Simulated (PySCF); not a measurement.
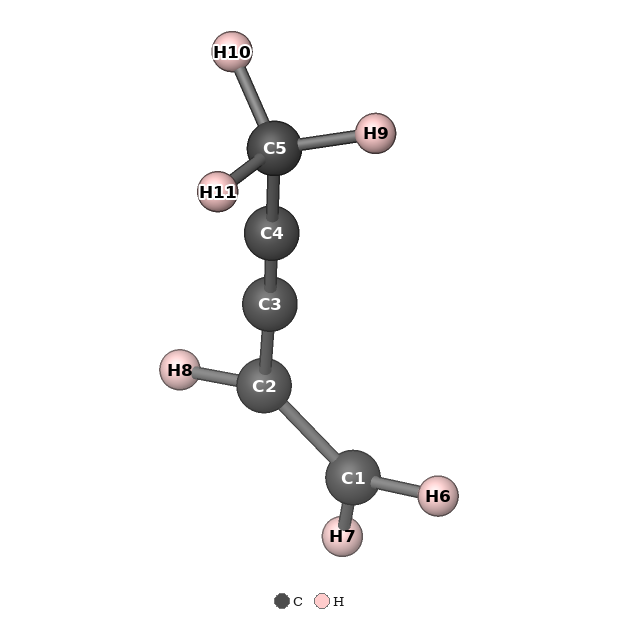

Computed geometry: PBE0-D3(BJ)/def2-TZVP optimisation. No frequency run is at hand to confirm it as a minimum. Method: GIAO ωB97X-D/pcSseg-2 NMR shielding, non-relativistic, gas phase (PySCF 2.14.0), and the same with a continuum solvent (IEF-PCM, Bondi radii x 1.2, gas-phase geometry).

How do dipole (D), HOMO–LUMO gap (eV), σ(H7) (ppm), σ(C4) (ppm), σ(C1) (ppm) change in chloroform (ε = 4.7)?

```
    medium  dipole (D)  HOMO–LUMO gap (eV)  σ(H7) (ppm)  σ(C4) (ppm)  σ(C1) (ppm)
 gas phase        0.67                9.57        25.92         87.1         48.1
chloroform        0.79                9.60        25.70         85.4         46.7
```
